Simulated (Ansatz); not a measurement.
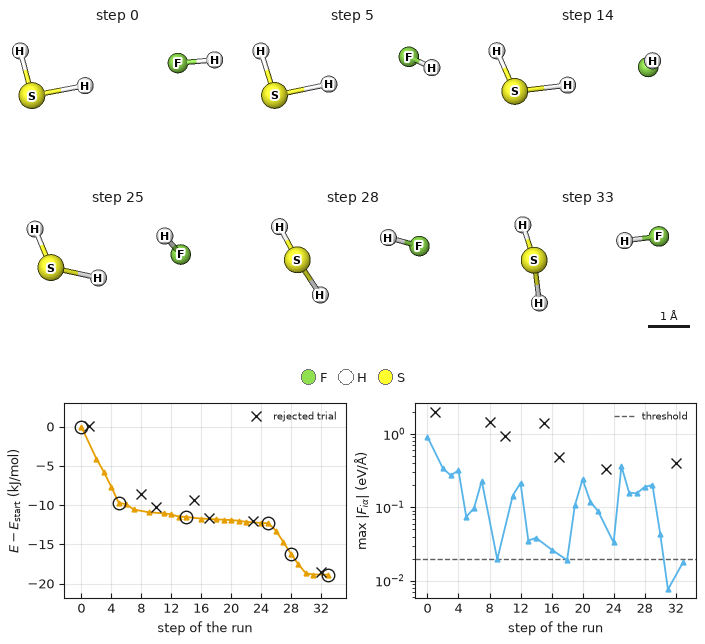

Frames of a relaxation of H$_{3}$SF, marked on the history of the run. Style: ball-and-stick. Shown at a tilt.

The run prepares the start of a later molecular dynamics calculation, from a guessed geometry.

These are results of RKS PBE/6-31G* in Ansatz 0.2.0, not measurements.

Input file:
```yaml
crystal:
  periodic: [false, false, false]
  atoms:
    - { symbol: F, position_ang: [-0.0717, 0.1414, -1.7693] }
    - { symbol: H, position_ang: [0.0631, 0.2147, -2.691] }
    - { symbol: S, position_ang: [0.3404, -0.5151, 1.8093] }
    - { symbol: H, position_ang: [0.1307, -0.3302, 0.5133] }
    - { symbol: H, position_ang: [-0.4624, 0.4892, 2.1377] }
basis:
  gaussian: { orbitals: "6-31G*" }
hamiltonian:
  xc: pbe
relax:
  f_tol: 0.02
  max_steps: 40
scf:
  lower_state_search: "off"
output:
  orbitals: {}
```

Launched with:
```bash
ansatz run input.yaml --threads 1 --pin off --max-ram 2048MiB --backend cpu --events-out ev --progress --plain --runs-dir out
```

Q: What happens along the run?

A: The energy falls by 18.9 kJ/mol in 26 accepted moves (33 points after the start). The largest force component goes from 0.92 to 0.018 eV/Å. The line search rejected the trial steps at points 1, 8, 10, 15, 17, 23, 32 of the run. The forces were under the threshold at step 9, but the run went on from there. The largest move after the best rigid fit is that of H2, 1.47 Å. By element the largest moves are H 1.47 Å, S 0.99 Å, F 0.38 Å. Near-neighbour distances that change, for instance: S3–H4 1.326 → 1.358 Å, F1–H2 0.934 → 0.955 Å. Cost: 20 s on 1 thread of Arm Neoverse V1 (shared host), peak memory 0.09 GiB. From step 0 to 5: H2 moves most (0.51 Å), energy −9.70 kJ/mol. From step 5 to 14: H2 moves most (0.39 Å), energy −1.80 kJ/mol. From step 14 to 25: H2 moves most (0.46 Å), energy −0.81 kJ/mol. From step 25 to 28: H4 moves most (0.53 Å), energy −3.87 kJ/mol. From step 28 to 33: H4 moves most (0.42 Å), energy −2.67 kJ/mol.

| step | E − E(0), kJ/mol | largest force component, eV/Å | note |
| --- | --- | --- | --- |
| 0 | 0.00 | 0.9170 |  |
| 1 | 0.02 | 2.0253 | rejected |
| 2 | -4.06 | 0.3394 |  |
| 3 | -5.75 | 0.2735 |  |
| 4 | -7.65 | 0.3192 |  |
| 5 | -9.70 | 0.0743 |  |
| 6 | -9.88 | 0.0974 |  |
| 7 | -10.56 | 0.2300 |  |
| 8 | -8.52 | 1.4462 | rejected |
| 9 | -10.91 | 0.0195 |  |
| 10 | -10.25 | 0.9341 | rejected |
| 11 | -11.04 | 0.1451 |  |
| 12 | -11.17 | 0.2153 |  |
| 14 | -11.51 | 0.0383 |  |
| 15 | -9.35 | 1.4360 | rejected |
| 16 | -11.71 | 0.0265 |  |
| 17 | -11.60 | 0.4940 | rejected |
| 18 | -11.80 | 0.0190 |  |
| 20 | -11.90 | 0.2413 |  |
| 21 | -11.99 | 0.1190 |  |
| 22 | -12.12 | 0.0885 |  |
| 23 | -12.01 | 0.3356 | rejected |
| 25 | -12.32 | 0.3657 |  |
| 26 | -13.24 | 0.1584 |  |
| 27 | -14.72 | 0.1561 |  |
| 28 | -16.19 | 0.1902 |  |
| 29 | -17.54 | 0.2019 |  |
| 31 | -18.84 | 0.0076 |  |
| 32 | -18.52 | 0.4092 | rejected |
| 33 | -18.85 | 0.0182 |  |

Limits of the set-up: the start holds two separate molecules, 2.3 Å apart at their closest, whose relative position is a soft coordinate and is computed without a dispersion correction.
